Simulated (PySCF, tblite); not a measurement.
# Bi₂₈H₁₄: electronic excitations

What do calculations give for the electronic excitations of Bi₂₈H₁₄?

Programs: tblite 0.8.0 and PySCF 2.14.0, with routines of our own; each step states its level. All values are computed. Atoms count from 0.

## Step 1: The system as given

42 atoms, charge 0, multiplicity 1; geometry from: force field, distance geometry or constructed start.

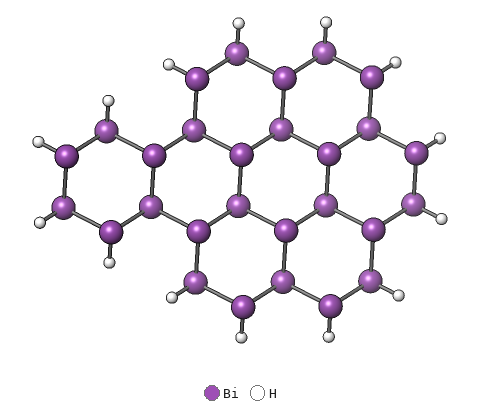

The starting geometry (bismuth purple, hydrogen white); sticks join atoms by distance alone.

## Step 2: Optimising the geometry with GFN2-xTB

What the job is given:

```
{"job": {"kind": "relax", "xc": "GFN2-xTB", "basis": "xTB"}, "charge": 0, "multiplicity": 1}
Bi     7.307900     2.599800    -0.866600
Bi     5.124400     3.860100     0.858100
Bi     2.957500     2.599300    -0.864000
Bi     2.951600     0.094100     0.858800
Bi     5.126600    -1.167400    -0.861600
Bi     7.299700     0.089200     0.862400
Bi    -1.398300    -4.932400    -0.868300
Bi    -3.570400    -3.675400     0.866500
Bi    -5.746500    -4.936200    -0.865400
Bi    -5.752000    -7.446800     0.866600
Bi    -3.575900    -8.703100    -0.867100
Bi    -1.400900    -7.448000     0.865000
Bi     0.773500    -1.165500    -0.860000
Bi     0.779100    -3.678700     0.862300
Bi     2.950100    -4.929000    -0.864800
Bi     5.125700    -3.677500     0.871300
Bi     0.777300     3.859400     0.865900
Bi    -1.399500     2.598200    -0.866000
Bi    -1.399000     0.091500     0.867500
Bi    -3.571000     3.858400     0.867700
Bi    -5.751500     2.605400    -0.863500
Bi    -5.750100     0.091200     0.864800
Bi    -3.570400    -1.161600    -0.858400
Bi     0.772700     6.365100    -0.866500
Bi    -1.397900     7.628000     0.865900
Bi    -3.579900     6.368500    -0.862500
Bi     5.128300     6.371700    -0.865700
Bi     2.951700     7.626000     0.866200
H      8.594600     3.347300     0.159700
H      8.595100    -0.655200    -0.158300
H     -7.036500    -4.188100     0.160600
H     -7.042000    -8.190000    -0.161500
H     -3.574800   -10.192500     0.159800
H     -0.105400    -8.192600    -0.158000
H      2.953500    -6.422900     0.158400
H      6.419100    -4.421300    -0.164600
H     -7.040900     3.347000     0.157600
H     -7.039200    -0.653100    -0.164300
H     -1.397300     9.112100    -0.161800
H     -4.869600     7.118200     0.162900
H      6.418500     7.112500     0.165500
H      2.958200     9.110400    -0.158000
```

The run is started by

```sh
$ OMP_NUM_THREADS=8 python large_run.py task.json out
```

The driver reads the jobs from task.json and runs them one after another.

Log:

```text
step      E/eV     max force
  0   -2022.62904    0.681
  1   -2022.76156    0.527
  2   -2022.96010    0.148
  3   -2022.96565    0.123
  4   -2023.01193    0.229
  5   -2023.03292    0.273
  6   -2023.06833    0.271
  7   -2023.09674    0.182
  8   -2023.11422    0.130
  9   -2023.11876    0.108
 10   -2023.12222    0.095
 11   -2023.12949    0.115
 12   -2023.14275    0.150
 13   -2023.15945    0.146
 14   -2023.17101    0.106
 15   -2023.17579    0.085
 16   -2023.17734    0.060
 17   -2023.17865    0.057
 18   -2023.18003    0.055
 19   -2023.18120    0.082
 20   -2023.18290    0.103
 21   -2023.18566    0.108
 22   -2023.18936    0.083
 23   -2023.19203    0.048
 24   -2023.19288    0.033
 25   -2023.19312    0.024
 26   -2023.19333    0.022
 27   -2023.19372    0.034
 28   -2023.19432    0.045
 29   -2023.19516    0.060
 30   -2023.19610    0.062
 31   -2023.19697    0.043
 32   -2023.19755    0.030
 33   -2023.19784    0.021
 34   -2023.19800    0.023
 35   -2023.19817    0.025
 36   -2023.19845    0.026
 37   -2023.19890    0.029
 38   -2023.19949    0.039
 39   -2023.20004    0.040
 40   -2023.20040    0.029
 41   -2023.20056    0.013
```

Wall time 1.4 s (8 threads of Arm Neoverse V1, shared host); peak memory 0.17 GiB.

The steps of the relaxation:

| step | energy from step 0 (eV) | largest force (eV/Å) |
| --- | --- | --- |
| 0 | 0.0000 | 0.6804 |
| 1 | -0.1325 | 0.5272 |
| 2 | -0.3311 | 0.1478 |
| 3 | -0.3366 | 0.1233 |
| 4 | -0.3829 | 0.2291 |
| 5 | -0.4039 | 0.2723 |
| 6 | -0.4393 | 0.2710 |
| 7 | -0.4677 | 0.1820 |
| 8 | -0.4852 | 0.1301 |
| 10 | -0.4932 | 0.0960 |
| 13 | -0.5304 | 0.1459 |
| 15 | -0.5467 | 0.0850 |
| 18 | -0.5510 | 0.0557 |
| 21 | -0.5566 | 0.1080 |
| 23 | -0.5630 | 0.0477 |
| 26 | -0.5643 | 0.0220 |
| 29 | -0.5661 | 0.0599 |
| 31 | -0.5679 | 0.0435 |
| 34 | -0.5690 | 0.0227 |
| 37 | -0.5699 | 0.0291 |
| 38 | -0.5704 | 0.0395 |
| 39 | -0.5710 | 0.0403 |
| 40 | -0.5714 | 0.0290 |
| 41 | -0.5715 | 0.0124 |

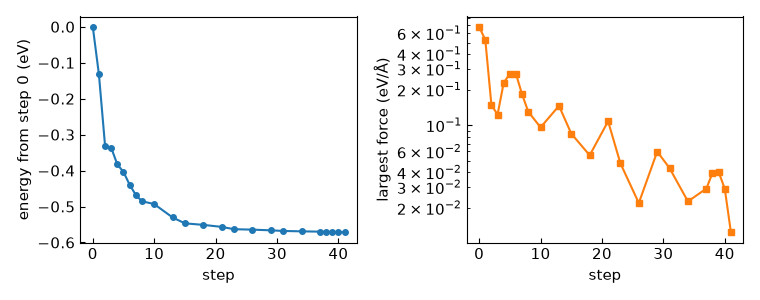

Energy and force, step by step.

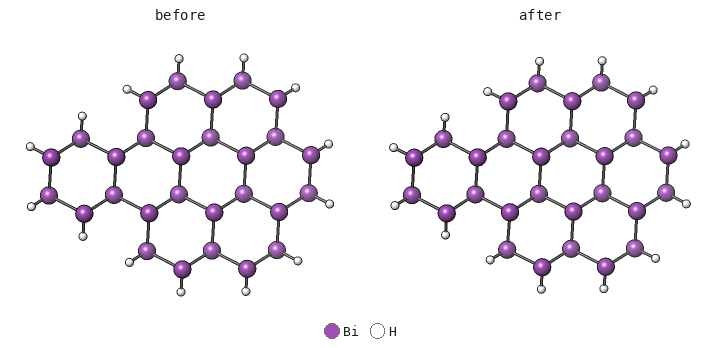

Before and after, at one scale.

Close pairs (by a distance rule), those that changed most:

| bond | before (Å) | after (Å) | change (Å) |
| --- | --- | --- | --- |
| Bi6–Bi11 | 3.055 | 2.982 | -0.073 |
| Bi7–Bi8 | 3.054 | 2.982 | -0.071 |
| Bi9–Bi10 | 3.053 | 2.982 | -0.071 |
| Bi24–Bi25 | 3.055 | 2.985 | -0.071 |
| Bi23–Bi27 | 3.056 | 2.986 | -0.071 |
| Bi0–Bi1 | 3.055 | 2.985 | -0.069 |
| Bi10–Bi11 | 3.051 | 2.982 | -0.068 |
| Bi17–Bi19 | 3.051 | 2.983 | -0.068 |

The next job starts from the end point, and lists it.

## Step 3: Electronic excitations: TDDFT PBE/def2-SVP

What the job is given:

```
{"job": {"kind": "uv", "basis": "def2-SVP", "grid": 1, "kgrid": 0, "vcut": null, "nstates": 6, "ntriplets": 2, "tda": false, "delta": ["ip_vertical"], "pop": true, "xc": "PBE"}, "charge": 0, "multiplicity": 1}
Bi     7.149448     2.550995    -0.843743
Bi     5.008318     3.774719     0.838470
Bi     2.883129     2.543782    -0.855187
Bi     2.881449     0.090880     0.853117
Bi     5.003525    -1.141350    -0.842771
Bi     7.142857     0.086808     0.839944
Bi    -1.373384    -4.820662    -0.856736
Bi    -3.488598    -3.599310     0.857019
Bi    -5.639918    -4.794530    -0.827107
Bi    -5.628887    -7.273623     0.830548
Bi    -3.484850    -8.510846    -0.831349
Bi    -1.333493    -7.281272     0.827973
Bi     0.758481    -1.139096    -0.853321
Bi     0.759981    -3.595875     0.840763
Bi     2.881926    -4.865605    -0.826815
Bi     5.007247    -3.603620     0.846601
Bi     0.761044     3.768784     0.856304
Bi    -1.362163     2.541051    -0.852437
Bi    -1.366450     0.087532     0.854161
Bi    -3.490311     3.762647     0.843891
Bi    -5.624438     2.535808    -0.846111
Bi    -5.655500     0.063581     0.825971
Bi    -3.494102    -1.139205    -0.840644
Bi     0.764529     6.224667    -0.838006
Bi    -1.365347     7.467834     0.843564
Bi    -3.497120     6.229412    -0.838881
Bi     5.025254     6.241720    -0.842651
Bi     2.892631     7.472899     0.843445
H      8.382932     3.307434     0.218340
H      8.379429    -0.666070    -0.219796
H     -6.867140    -4.066112     0.260068
H     -6.861108    -8.013394    -0.245082
H     -3.510907    -9.947697     0.244454
H     -0.089411    -7.980203    -0.259306
H      2.840172    -6.293900     0.261134
H      6.284276    -4.296823    -0.206516
H     -6.863559     3.294106     0.206304
H     -6.871041    -0.687000    -0.262692
H     -1.327068     8.913939    -0.219074
H     -4.767084     6.924180     0.221899
H      6.300517     6.928625     0.217648
H      2.850861     8.920407    -0.216771
```

Method: TDDFT PBE/def2-SVP, vertical, gas phase, core orbitals frozen in the response.

Log:

```text
start: PBE on a coarse grid of 259199 points
cycle   1  E = -5812.2407461839  dE = -6.005e+02  |g| = 1.837e+01  |ddm| = 7.770e+01
cycle   2  E = -2397.0534043090  dE =  3.415e+03  |g| = 3.970e+01  |ddm| = 3.810e+02
cycle   3  E = -5689.2602932043  dE = -3.292e+03  |g| = 1.431e+01  |ddm| = 3.828e+02
cycle   4  E = -2055.0425610452  dE =  3.634e+03  |g| = 3.401e+01  |ddm| = 4.583e+02
cycle   5  E = -5636.9530652310  dE = -3.582e+03  |g| = 1.663e+01  |ddm| = 4.164e+02
cycle   6  E = -5648.9446560386  dE = -1.199e+01  |g| = 1.601e+01  |ddm| = 9.274e+01
cycle   7  E = -5922.0424833718  dE = -2.731e+02  |g| = 1.085e+01  |ddm| = 4.634e+01
cycle   8  E = -5882.7436103084  dE =  3.930e+01  |g| = 1.336e+01  |ddm| = 2.955e+01
cycle   9  E = -5952.1668840280  dE = -6.942e+01  |g| = 8.292e+00  |ddm| = 1.852e+01
cycle  10  E = -5890.6754173607  dE =  6.149e+01  |g| = 1.238e+01  |ddm| = 2.397e+01
cycle  11  E = -5946.2975642045  dE = -5.562e+01  |g| = 9.230e+00  |ddm| = 2.831e+01
cycle  12  E = -5952.2690133338  dE = -5.971e+00  |g| = 9.443e+00  |ddm| = 2.371e+01
cycle  13  E = -5781.6782187968  dE =  1.706e+02  |g| = 1.717e+01  |ddm| = 3.104e+01
cycle  14  E = -5914.4574652848  dE = -1.328e+02  |g| = 1.139e+01  |ddm| = 1.958e+01
cycle  15  E = -5974.5310394324  dE = -6.007e+01  |g| = 7.260e+00  |ddm| = 1.141e+01
cycle  16  E = -6010.5577485994  dE = -3.603e+01  |g| = 3.964e+00  |ddm| = 1.605e+01
cycle  17  E = -5953.4623755271  dE =  5.710e+01  |g| = 9.100e+00  |ddm| = 1.850e+01
cycle  18  E = -5925.9472348465  dE =  2.752e+01  |g| = 9.726e+00  |ddm| = 1.768e+01
cycle  19  E = -6006.4990166142  dE = -8.055e+01  |g| = 4.629e+00  |ddm| = 1.720e+01
cycle  20  E = -5987.1664732066  dE =  1.933e+01  |g| = 6.843e+00  |ddm| = 1.545e+01
cycle  21  E = -6015.4826622609  dE = -2.832e+01  |g| = 2.472e+00  |ddm| = 1.400e+01
cycle  22  E = -6000.2140142065  dE =  1.527e+01  |g| = 4.700e+00  |ddm| = 1.149e+01
cycle  23  E = -6019.5833997757  dE = -1.937e+01  |g| = 8.879e-01  |ddm| = 9.450e+00
cycle  24  E = -6019.4252755780  dE =  1.581e-01  |g| = 1.030e+00  |ddm| = 3.292e+00
cycle  25  E = -6019.9093872849  dE = -4.841e-01  |g| = 3.197e-01  |ddm| = 2.414e+00
cycle  26  E = -6019.9212967193  dE = -1.191e-02  |g| = 3.003e-01  |ddm| = 1.126e+00
cycle  27  E = -6019.9465152559  dE = -2.522e-02  |g| = 1.901e-01  |ddm| = 6.912e-01
cycle  28  E = -6019.9610162631  dE = -1.450e-02  |g| = 5.399e-02  |ddm| = 3.646e-01
cycle  29  E = -6019.9606910498  dE =  3.252e-04  |g| = 6.111e-02  |ddm| = 1.656e-01
cycle  30  E = -6019.9619457885  dE = -1.255e-03  |g| = 2.182e-02  |ddm| = 1.117e-01
final grid: 259199 points
cycle  31  E = -6019.9592164539  dE =  2.729e-03  |g| = 8.384e-02  |ddm| = 1.769e-01
cycle  32  E = -6019.9088290311  dE =  5.039e-02  |g| = 3.626e-01  |ddm| = 7.058e-01
cycle  33  E = -6019.9612500607  dE = -5.242e-02  |g| = 4.702e-02  |ddm| = 5.751e-01
cycle  34  E = -6019.9621170792  dE = -8.670e-04  |g| = 9.640e-03  |ddm| = 8.249e-02
cycle  35  E = -6019.9621569906  dE = -3.991e-05  |g| = 2.595e-03  |ddm| = 2.053e-02
cycle  36  E = -6019.9621560052  dE =  9.854e-07  |g| = 1.781e-03  |ddm| = 7.098e-03
cycle  37  E = -6019.9621609857  dE = -4.980e-06  |g| = 6.899e-04  |ddm| = 4.105e-03
cycle  38  E = -6019.9621581517  dE =  2.834e-06  |g| = 1.846e-04  |ddm| = 1.470e-03
cycle  39  E = -6019.9621603401  dE = -2.188e-06  |g| = 6.899e-05  |ddm| = 4.393e-04
converged SCF energy = -6019.9621603401

Static polarisability (au): isotropic 1761.399, principal 820.380 1952.421 2511.395

Singlet excitations
state   eV       nm        f      main configurations
  1   2.3457    528.6   0.00048   H->L 0.85
  2   2.3535    526.8   0.01566   H->L+1 0.63, H-1->L 0.20
  3   2.3684    523.5   0.00209   H-1->L+1 0.80, H-2->L+1 0.09
  4   2.3693    523.3   0.00252   H-2->L 0.51, H-1->L 0.16, H->L+1 0.13
  5   2.3746    522.1   0.00028   H->L+2 0.88
  6   2.3785    521.3   0.00000   H->L+3 0.38, H-2->L 0.33, H-1->L 0.20

Triplet excitations (Tamm-Dancoff, eV): 2.2508 2.2511
```

It took 1.7 min on 8 threads of Arm Neoverse V1, shared host; peak memory 3.6 GiB.

Warnings kept with the result: ip_vertical: open-shell SCF did not converge.

Frontier orbitals and where they lie:

| orbital | eV | atoms |
| --- | --- | --- |
| HOMO−4 | -5.11 | Bi18 8 %, Bi12 8 %, Bi19 6 % |
| HOMO−3 | -5.08 | Bi19 9 %, Bi4 9 %, Bi15 7 % |
| HOMO−2 | -5.05 | Bi2 13 %, Bi16 13 %, Bi1 8 % |
| HOMO−1 | -5.01 | Bi12 10 %, Bi18 10 %, Bi13 10 % |
| HOMO | -5.00 | Bi17 7 %, Bi3 7 %, Bi22 6 % |
| LUMO | -2.69 | Bi17 9 %, Bi18 9 %, Bi12 8 % |
| LUMO+1 | -2.68 | Bi3 7 %, Bi17 6 %, Bi12 6 % |
| LUMO+2 | -2.65 | Bi16 9 %, Bi2 9 %, Bi17 8 % |
| LUMO+3 | -2.64 | Bi20 6 %, Bi15 6 %, Bi21 6 % |

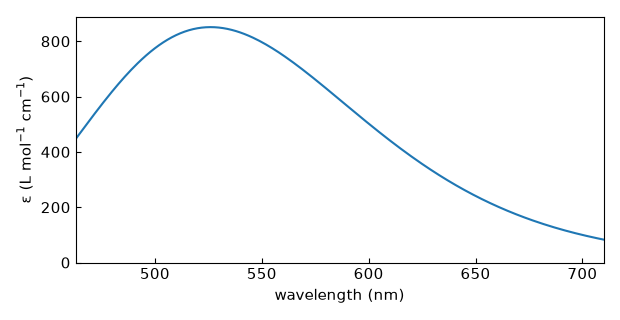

Absorption spectrum: each of the 6 states is a Gaussian band of 0.4 eV half-width at 1/e. Beyond the last state computed it falls off for lack of states.

Ground-state properties from the same run:

| property | computed |
| --- | --- |
| dipole moment (D) | 0.09 |
| polarisability (Å³) | 261.01 |
| HOMO–LUMO gap (eV) | 2.31 |
| −ε(HOMO) (eV) | 5.00 |

## Step 4: Outcome

| quantity | value |
| --- | --- |
| lowest singlet (PBE/def2-SVP) | 2.35 eV (529 nm), f = 0.000 |
| brightest single state of those computed | state 2, 2.35 eV, f = 0.016 |
| lowest triplet | 2.25 eV |

What this shows: The first singlet state (HOMO→LUMO 0.85) lies at 2.35 eV and is dark; of the 6 states computed, the strongest absorption comes from states 2 to 4 together at 2.35 eV. State 2 absorbs in the visible (527 nm). The lowest triplet lies 0.09 eV below the lowest singlet (triplets in Tamm-Dancoff, singlets in full TDDFT). Spin-orbit coupling, left out, mixes singlets and triplets in elements this heavy.
